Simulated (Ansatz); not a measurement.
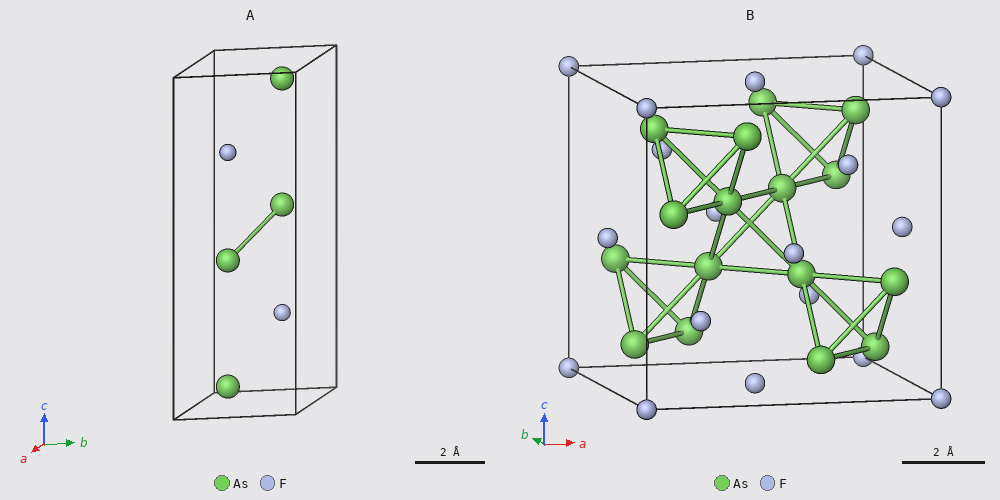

Two structures of As$_{2}$F, each relaxed to rest (conventional cells in solid outline, small ones repeated, not to one scale). Method: DFT PBE, scalar-relativistic, plane waves, PAW (Ansatz), without spin polarisation.

**Describe A and B.**

A: 6 atoms a cell on a primitive hexagonal lattice, P6_3/mmc. B: cubic Laves phase (C15, MgCu₂ type), Fd-3m.

**Which structure wins energetically, and by what margin?**

A is lower, by 282 meV/atom at this level of theory (energies at zero smearing). Volumes: A 19.3, B 17.4 Å³/atom.

One or both may be structure types tried for this composition rather than known phases.
